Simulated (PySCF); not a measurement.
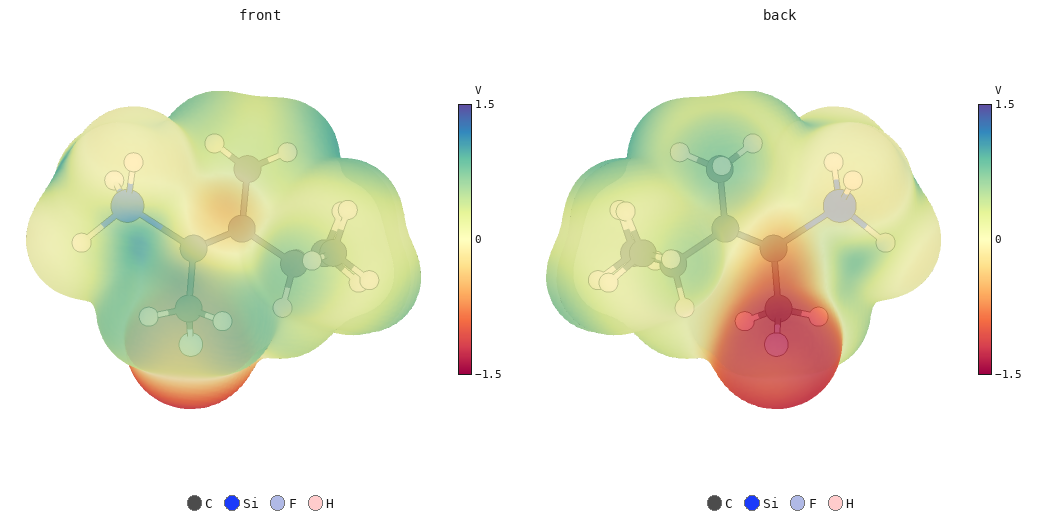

*C7H15FSi. The electrostatic potential painted on the density surface at 0.002 e/bohr³, seen from the front and from behind; red is negative and blue positive.*

Geometry: GFN2-xTB.

Method: PBE0/pcSseg-1, SCF density, gas phase, non-relativistic in PySCF 2.14.0.

```xyz
24

C     0.0389    1.7399    0.4416
C     0.0988    0.2789    0.1168
C     1.2694   -0.3486   -0.0590
Si    2.9464    0.4920    0.1795
C     1.3132   -1.8177   -0.3936
F     0.9108   -2.5970    0.6780
C    -1.2419   -0.4143   -0.0138
C    -1.8441   -0.1327   -1.3956
C    -2.2203    0.0009    1.0864
H    -0.1558    1.8802    1.5047
H     0.9732    2.2383    0.2001
H    -0.7645    2.2213   -0.1120
H     3.9946   -0.5270    0.0913
H     3.0263    1.1499    1.4859
H     3.1648    1.4781   -0.8863
H     0.6489   -2.0756   -1.2264
H     2.3282   -2.1443   -0.6336
H    -1.0989   -1.4921    0.0808
H    -2.0606    0.9264   -1.5165
H    -1.1582   -0.4328   -2.1854
H    -2.7730   -0.6860   -1.5155
H    -2.5084    1.0448    0.9944
H    -1.7783   -0.1577    2.0674
H    -3.1213   -0.6052    1.0182
```

Which sites attract a positive test charge, and which a negative one?

Answer. A positive charge is drawn to the negative regions and a negative charge to the positive ones. The most negative region (about −1.2 V) lies over F6, the most positive (about +0.9 V) over Si4 and H12.
